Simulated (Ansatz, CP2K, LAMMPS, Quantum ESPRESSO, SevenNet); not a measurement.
# Bulk modulus of glassy B2O3 (100 atoms) across programs

Aim: pressure against volume for glassy B2O3 (100 atoms), with plane waves as the reference.

The results are calculated values.

**1. Set-up**

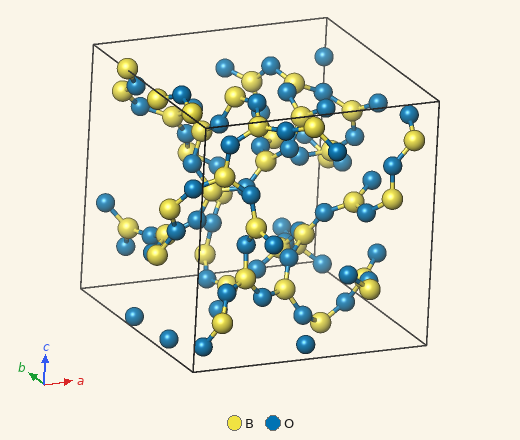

The cell (boron yellow, oxygen blue). Bonds to atoms that aren't drawn are left out. Some periodic images of atoms are drawn too.

The cell holds 100 atoms (40 B and 60 O), with edges of 10.58, 10.58 and 10.58 Å. Recipe: 100 atoms (40 B, 60 O) placed at random at 1.93 g/cm³, melted at 3000 K for 20 ps at fixed volume with the Buckingham and Coulomb pair potential of Guillot and Sator (Geochim. Cosmochim. Acta 71, 1249 (2007)) with the boron terms of Wang et al. (J. Non-Cryst. Solids 498, 294 (2018)). Quenched from 3000 K to 300 K at 100 K/ps and fixed volume, held 10 ps at zero pressure. Then the atoms were relaxed with SevenNet 0 in the fixed cell. Then the atoms were relaxed with CP2K double zeta, PBE.

Bonds by pair of elements; cutoffs follow the first minimum of g(r), held within bounds set by covalent radii, and pairs that aren't listed don't count as bonded:

```csv
pair A-B,cutoff (Å),bonds,mean length (Å),spread (Å),shortest (Å),B about A,A about B
O-B,1.82,120,1.38,0.012,1.36,2,3
```

**2. The reference input**

Quantum ESPRESSO 7.5: Kohn-Sham DFT, PBE, SSSP efficiency 1.3.0 pseudopotentials, plane waves. Its input, pw.in, for the unchanged cell:

```
&control
  calculation = 'scf'
  pseudo_dir = './pseudo'
  outdir = './tmp'
  disk_io = 'none'
  tprnfor = .true.
  tstress = .true.
/
&system
  ibrav = 0
  nat = 100
  ntyp = 2
  ecutwfc = 60
  ecutrho = 480
  nosym = .true.
  occupations = 'smearing'
  smearing = 'fd'
  degauss = 0.003675
/
&electrons
  conv_thr = 5.0e-07
  electron_maxstep = 100
  mixing_beta = 0.4
  mixing_mode = 'plain'
  diagonalization = 'david'
/
ATOMIC_SPECIES
B 10.810 B.upf
O 15.999 O.upf
CELL_PARAMETERS angstrom
10.58142 0.00000 0.00000
0.00000 10.58142 0.00000
0.00000 0.00000 10.58142
ATOMIC_POSITIONS crystal
B 0.35975 0.26464 0.87653
B 0.95209 0.10078 0.81038
B 0.03721 0.34616 0.54553
B 0.77285 0.05814 0.23468
[... 94 atom lines left out ...]
O 0.27111 0.63902 0.60640
O 0.10661 0.29139 0.63994
K_POINTS gamma
```

```console
$ OMP_NUM_THREADS=1 mpirun -np 4 pw.x -in pw.in > output.txt
```

The job ended after 2.3 min (4 MPI ranks of Arm Neoverse V1, shared host; peak memory 3.5 GiB; 9.1 min of CPU time).

It converged with an r.m.s. force component of 0.11 eV/Å and a pressure of -3.6 GPa.

**3. Programs and settings**

Every level solves the same cells as single points. CPU time is summed over a level's finished runs, on a host shared with the other runs, so it is rough; the force column is the median over cells of the r.m.s. difference of force components from the reference.

| level | basis or training data | k-points | runs finished | CPU time | peak memory (GiB) | force difference (meV/Å) |
| --- | --- | --- | --- | --- | --- | --- |
| QE, PBE | plane waves, SSSP efficiency, 60/480 Ry | Γ | 5 of 5 | 45 min | 3.5 | reference |
| SevenNet 0 | trained on PBE(+U) plane-wave data | - | 5 of 5 | 45 s | 1.1 | 60 |

The reference's own r.m.s. force component runs from 105 to 115 meV/Å over these cells.

**4. Pressure against volume**

The cell is scaled evenly, and at each volume CP2K double zeta, PBE relaxes the atoms again before the single points. The unchanged volume is 11.848 Å³ an atom. Pressures in GPa:

```csv
level,-6 %,-3 %,0,+3 %,+6 %
"QE, PBE",-1.08,-2.21,-3.60,-4.69,-5.46
SevenNet 0,-0.26,-1.38,-2.76,-3.88,-4.67
```

Energy less that of the unchanged cell at the same level, in meV an atom:

```csv
level,-6 %,-3 %,+3 %,+6 %
"QE, PBE",-2.11,-2.53,5.17,12.19
SevenNet 0,-2.21,-2.47,4.93,11.83
```

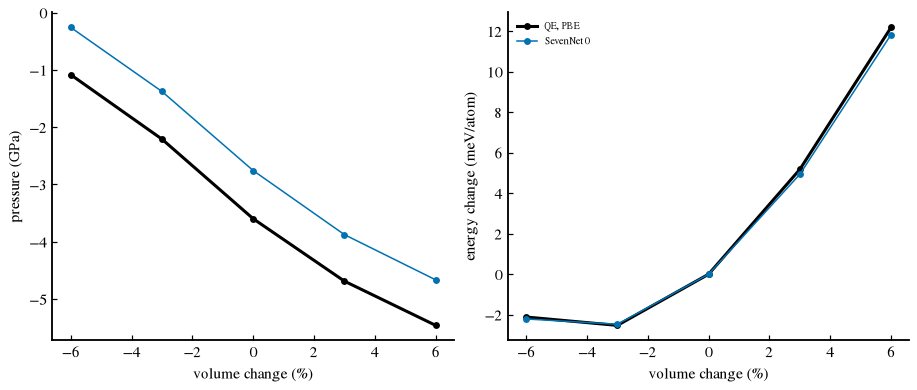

Pressure and energy against volume, by level.

**5. Moduli**

From the three volumes nearest the unchanged one: B from the slope of pressure against ln V and from the curvature of the energy, the pressure that the slope of the energy implies, and the volume change at which the printed pressure crosses zero (a dash if it doesn't within the range).

```csv
level,B from pressures (GPa),B from energies (GPa),printed pressure (GPa),pressure from energies (GPa),zero pressure at (%)
"QE, PBE",41.3,39.8,-3.60,-1.74,-
SevenNet 0,41.7,37.0,-2.76,-1.67,-
```

As a check by hand on the reference: from -3 to +3 % the pressure falls by 2.48 GPa while ln V grows by 0.0600, a ratio of 41.3 GPa.

Gap between the highest filled and the lowest empty level on the runs' k-points, in eV:

```csv
level,-6 %,-3 %,0,+3 %,+6 %
"QE, PBE",5.63,5.54,5.47,5.42,5.39
```

**6. Findings**

The plane-wave reference (PBE) gives a bulk modulus of 41.3 GPa from its pressures, at a volume where its pressure is -3.60 GPa, and the pressure stays negative over the whole range. Learned potentials: SevenNet 0 41.7 GPa (+1 %); its pressure lies +0.84 GPa from the reference's. Moduli from the energies run from 37 to 40 GPa and part from those from pressures by as much as -11 % (SevenNet 0); they rest on small differences of energy, and for levels other than CP2K double zeta, PBE they hold the work of leftover forces.

Printed pressure and the slope of the energy part noticeably for QE, PBE; the atoms move along a path that isn't these levels' own, so their forces do work along it, and an error in the stress can't be told from that. The reference's gap falls as the cell grows, from 5.63 eV at -6 % to 5.39 eV at +6 %.

**Limits.** The atoms follow CP2K double zeta, PBE, not each level's own minimum, so these moduli only approach relaxed ones and hang on that choice. Three points at finite strain give rough moduli, at the given volume rather than at zero pressure. Pressures at a fixed plane-wave cutoff or in a small atom-centred basis hold some basis error. The quench rate of 100 K/ps is many orders above laboratory rates, so the cell is likely richer in defects and strain than a real sample. The reference samples only Γ, in a cell whose shortest periodic width is 11 Å. The reference isn't exact: its cutoffs and mesh weren't converged further here. Where levels are smeared, the DFT runs use Fermi–Dirac occupations at 580 K (0.05 eV), and energies are free energies.

[Logs are printed without paths, hosts, clocks, repeated set-up lines and the standing remarks that a program may print on its own settings, such as how far it seeks lower states.]

[Hosts, paths, dates, database ids (printed as entryN), source tags and the programs' standing remarks are cut or masked in the printed files.]
